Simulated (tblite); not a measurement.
**Run report: C₄H₈AsNSi, geometry relaxation (part 4 of 4)**

The same run, continued: C₄H₈AsNSi, SMILES [AsH2][SiH2]n1cccc1; GFN2-xTB geometry optimisation, gas phase (tblite 0.8.0). It belongs to a series of runs on one base structure; here: H on Si replaced by N-pyrrolyl.

Geometry of the input (Å):
```
As 2.8925  -0.1360  -0.6876
Si 1.3227  -0.6406  0.9453
N  -0.2974  -0.1998  0.3807
C  -1.1579  -0.9841  -0.3038
C  -2.2887  -0.2794  -0.6306
C  -2.1079  1.0054  -0.1634
C  -0.8666  1.0268  0.4502
H  4.0770  -0.2533  0.3278
H  2.7308  1.3978  -0.4282
H  1.3668  -2.0876  1.2474
H  1.6373  0.1086  2.1755
H  -0.9718  -2.0335  -0.5327
H  -3.1501  -0.6461  -1.1741
H  -2.7832  1.8369  -0.2631
H  -0.4079  1.8928  0.9224
```

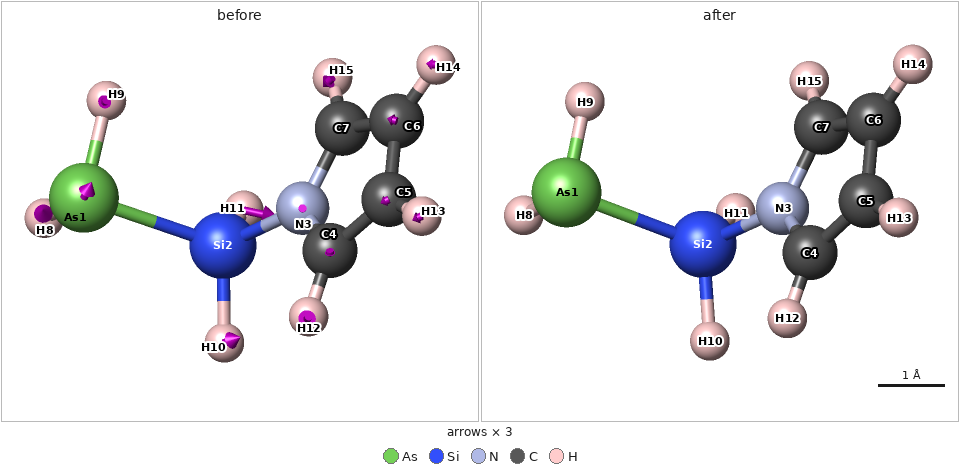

Figure 1. Before (left) and after (right) the relaxation, at one scale (ball-and-stick view, seen at a tilt). The pink arrows give the displacements, magnified 3 times. The atom that moves furthest after the best rigid fit is H11 (0.19 Å). Largest moves by element: H 0.19 Å, As 0.11 Å, C 0.05 Å, N 0.03 Å, Si 0.02 Å. Among the contacts that change: As1–H8 1.565 → 1.502 Å, C5–C6 1.379 → 1.414 Å, C6–C7 1.385 → 1.362 Å, C4–H12 1.090 → 1.073 Å. Among the angles that change: As1–Si2–H11 109.4° → 117.6°, N3–Si2–H10 109.6° → 104.4°, C6–C7–H15 125.6° → 130.1°. Over 56 geometry steps the energy falls by 18.9 kJ/mol. Largest force component: 1.2 eV/Å at the start, 0.008 eV/Å at the end. (Atoms are counted from 1 in the order of the input.)

## Key numbers

- outcome: converged
- total energy: −535.4959 eV
- hardware: 1 CPU thread, shared host
- peak memory: 0.18 GiB
